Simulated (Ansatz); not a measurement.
CH₇NOSi···SiH₄

The calculation's input:

```
crystal:
  periodic: [false, false, false]
  atoms:
    - { symbol: Si, position_ang: [-0.254027, 0.902197, -0.860678] }
    - { symbol: Si, position_ang: [0.132392, -2.60512, -0.728359] }
    - { symbol: H, position_ang: [0.648579, 0.107862, -1.761839] }
    - { symbol: H, position_ang: [-1.647233, 0.38963, -0.734235] }
    - { symbol: O, position_ang: [-0.463734, 2.441903, -1.535258] }
    - { symbol: H, position_ang: [0.287145, -1.536967, 0.242519] }
    - { symbol: "N", position_ang: [0.474936, 0.727401, 0.762412] }
    - { symbol: C, position_ang: [-0.171797, 1.170463, 2.003968] }
    - { symbol: H, position_ang: [-1.058292, -2.348918, -1.605864] }
    - { symbol: H, position_ang: [1.355954, -2.695327, -1.596735] }
    - { symbol: H, position_ang: [-0.060893, -3.935658, -0.052233] }
    - { symbol: H, position_ang: [0.348608, 2.779332, -1.963725] }
    - { symbol: H, position_ang: [1.494702, 0.783765, 0.807609] }
    - { symbol: H, position_ang: [0.170188, 0.556745, 2.859133] }
    - { symbol: H, position_ang: [-1.262016, 1.026183, 1.910239] }
    - { symbol: H, position_ang: [0.005588, 2.236512, 2.253149] }
basis:
  gaussian: { orbitals: "6-31G*" }
hamiltonian:
  xc: revpbe
relax:
  f_tol: 0.03
  max_steps: 50
output:
  orbitals: {}
```

Run with:

```sh
ansatz run input.yaml --threads 2 --pin off --max-ram 3072MiB --backend cpu --events-out ev --progress --plain --runs-dir out
```

The fields are those of the relaxed geometry.

Computed with RKS revPBE/6-31G* (Ansatz).

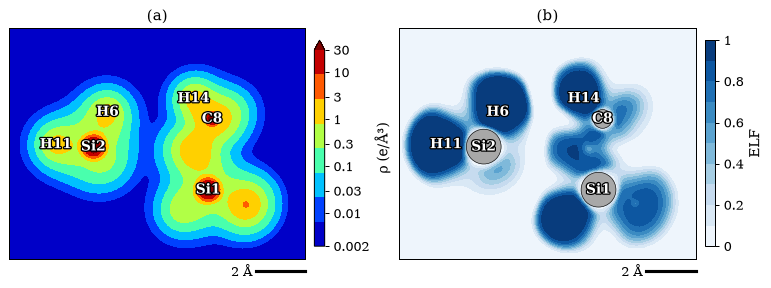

Figure 1. (a) total electron density; (b) ELF on the plane of atoms H6, Si2 and H11. Grey discs cover the atomic cores in the ELF map.

### What do the fields say about this system?

The section cuts through Si, H and C sites. C–H (1.11 Å): the density is about 1.9 e/Å³ at the midpoint; the ELF climbs to about 1 towards the hydrogen, as it does in any bond to H (an ordinary covalent bond to hydrogen). The ELF also peaks beside O5 and N7, away from the bonds: lone-pair regions.

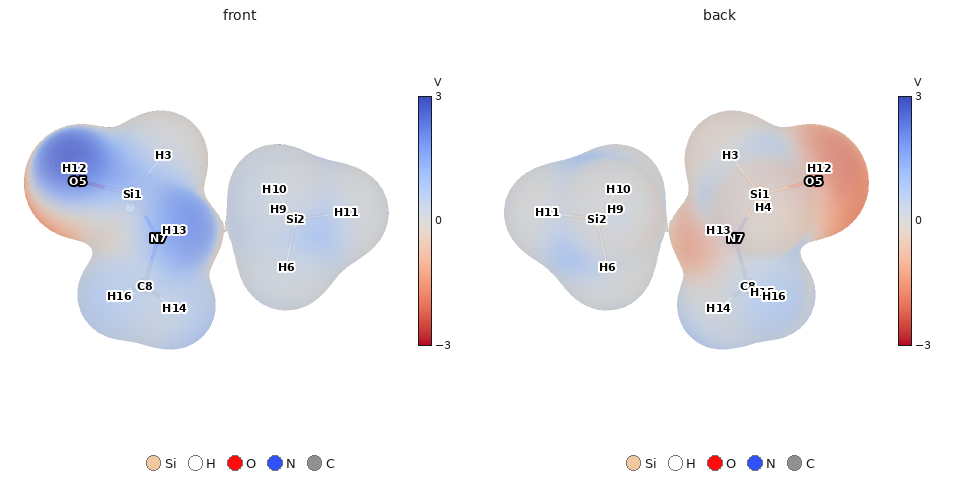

Figure 2. The molecular electrostatic potential painted on the density surface at 0.002 e/bohr³, seen from the front and from behind; the colour scale runs from red (negative) to blue (positive).

### Describe the electrostatic potential map.

The most negative region (about −1.6 V, or −37 kcal/mol for a unit charge) lies over O5, the most positive (about +2.4 V, or +55 kcal/mol for a unit charge) over H12. O5 is the likeliest acceptor of a hydrogen bond.

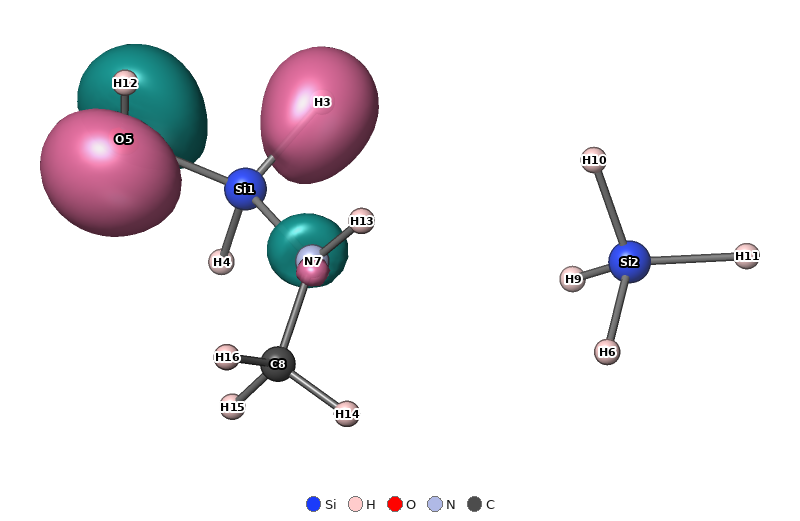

Figure 3. The HOMO−1 at ±0.15 Å⁻³ᐟ² (teal and pink are the two phases), seen at a tilt.

### What is the character of this orbital?

It lies mainly on O5 (about 65 %), Si1 (about 15 %) and H3 (about 10 %). Its energy is −6.82 eV.

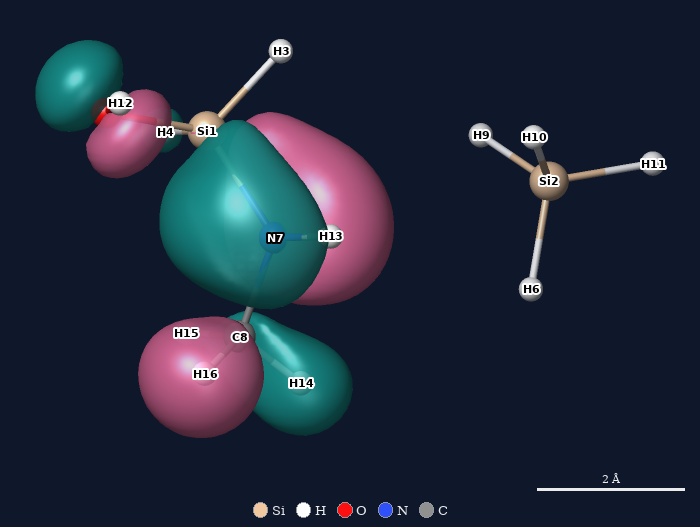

Figure 4. The HOMO at ±0.08 Å⁻³ᐟ² (teal and pink are the two phases), seen at a tilt.

### What is the character of this orbital?

It lies mainly on N7 (about 60 %), C8 (about 10 %) and O5 (about 5 %). Its energy is −5.33 eV.
